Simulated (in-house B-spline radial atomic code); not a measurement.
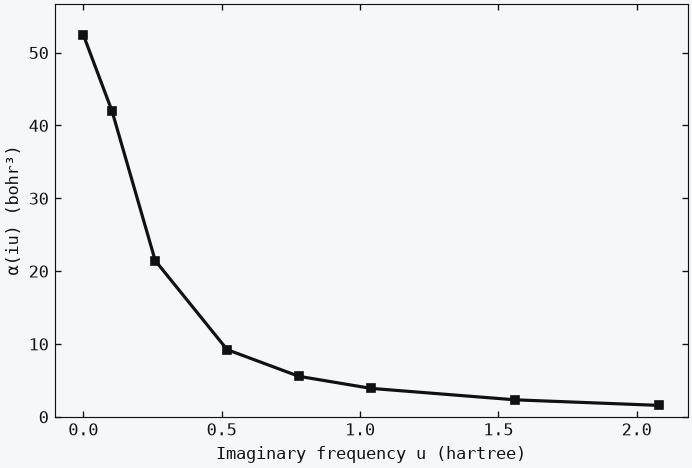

Dipole polarisability at imaginary frequency of Zr²⁺ (zirconium, Z = 40), [Kr] 5s². Relativistic RPA on Dirac–Hartree–Fock, no-pair Dirac–Coulomb, finite nucleus, computed with a B-spline radial code. Speed of light scaled by 100.

Q: Describe the response.

A: The static dipole polarisability is 52.5 bohr³; α(iu) falls to half of it near u = 0.21 hartree. The Casimir–Polder integral gives C₆ = 460 hartree bohr⁶ for two such species.

Caveat: not the ground configuration; RPA unstable for a multipole; RPA puts the weak triplet-like excitations of an outer s2 shell too low.
